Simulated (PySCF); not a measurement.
C$_{4}$H$_{3}$F$_{3}$O$_{2}$ (charge −1, doublet)

```xyz
12

O     2.8332    1.4682   -0.1625
C     2.7195    0.2959    0.1810
O     1.6012   -0.3971    0.3636
C     0.3801    0.1669    0.1587
C    -0.7633   -0.5576    0.4731
C    -2.0556   -0.1260    0.1797
F    -2.3029    1.1837    0.0660
F    -3.0672   -0.6831    0.8692
F    -2.6202   -0.5911   -1.3794
H     3.5791   -0.3633    0.3933
H     0.3601    1.1846   -0.1966
H    -0.6628   -1.5818    0.7927
```

Geometry: GFN2-xTB.

Method: UKS B3LYP, pcH-1 on C F H O, non-relativistic, mean-field spin-orbit, GIAO in PySCF 2.14.0, density-fitted response routines.

> Predict the electron density, electron localisation function and spin density between the atoms.

C–O (1.23 Å): ρ at the midpoint is about 2.8 e/Å³; the ELF peaks at about 0.85 between the atoms; a short, multiple covalent bond.
C–C (1.39 Å): the density is about 1.9 e/Å³ at the midpoint; the ELF peaks at about 0.95 between the atoms; localised, covalent bonding.
C–H (1.08 Å): ρ is about 1.8 e/Å³ halfway; the ELF climbs to about 1 towards the hydrogen, as it does in any bond to H: an ordinary covalent bond to hydrogen.
C–O (1.33 Å): ρ is about 2.3 e/Å³ halfway; the ELF peaks at about 0.85 between the atoms; a shared but strongly polarised pair.
The unpaired spin (1 electron) lies mostly on C4 (about 0.3), C2 (about 0.1), C6 (about 0.1), C5 (about 0.1), O1 (about 0.1) and F9 (about 0.1), in electrons by Hirshfeld's partition.

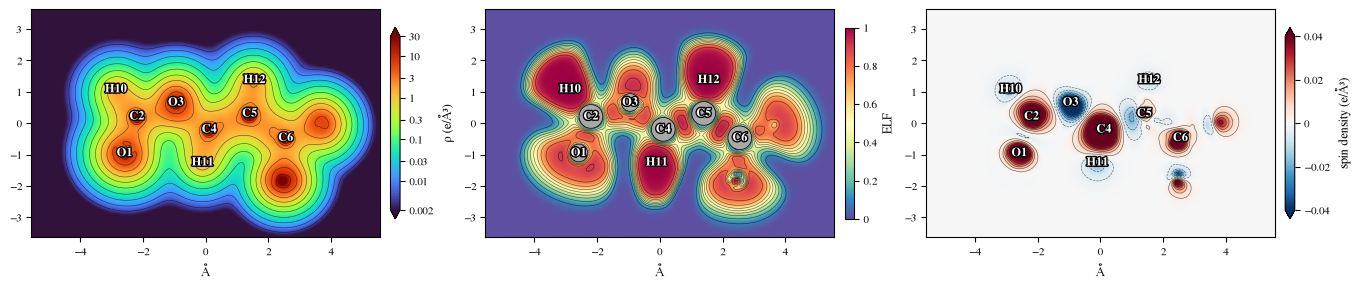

Computed electron density, electron localisation function and spin density on the plane of atoms C2, O3 and C4, in this order. Grey discs cover the atomic cores in the ELF map. 
